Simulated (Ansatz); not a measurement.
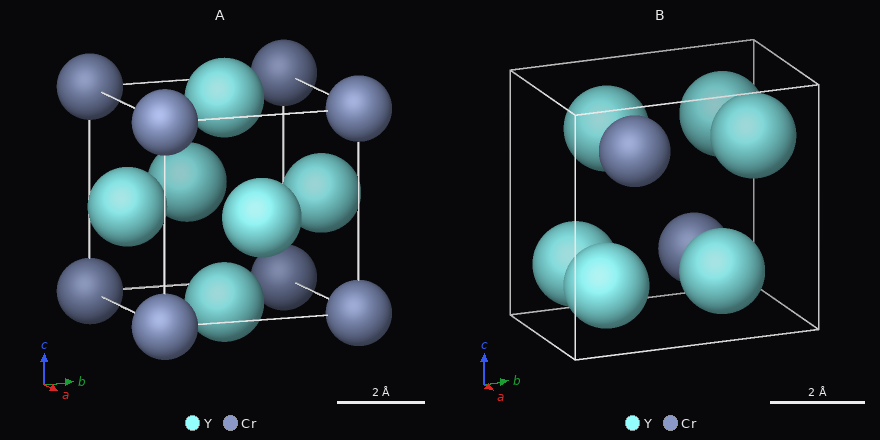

Two structures of Y3Cr, each relaxed to rest (conventional cells in solid outline, small ones repeated, not to one scale). Method: DFT PBE, scalar-relativistic, plane waves, PAW in Ansatz 0.2.0, with collinear spins.

### Which two forms are compared?

A: Cu₃Au (L1₂) type, Pm-3m. B: 8 atoms a cell on a primitive hexagonal lattice, P6_3/mmc.

### What is the energy order of the two?

B is lower, by 42 meV/atom at this level of theory (energies at zero smearing). Volumes: A 27.7, B 27.6 Å³/atom.

One or both may be structure types tried for this composition rather than known phases.
